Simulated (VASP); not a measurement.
Band structure of NaF (space group Fm-3m). All values below come from r2SCAN+rVV10, VASP's PBE PAW potentials (set 64) (plane waves; VASP).

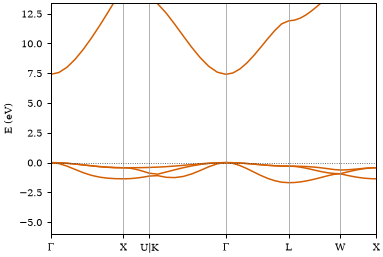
Fig. 1. Bands along high-symmetry lines, zero at the valence-band maximum or, without a gap, the Fermi level

Q: Read the plot: is there a gap, and where are the band edges?

A: The gap is direct, 7.41 eV, from the valence maximum at Γ to the conduction minimum at Γ.

The structure comes from a measured NaF entry (Fm-3m) of the Crystallography Open Database, whose conditions weren't checked. It was relaxed first, which changed the volume by -5 %.
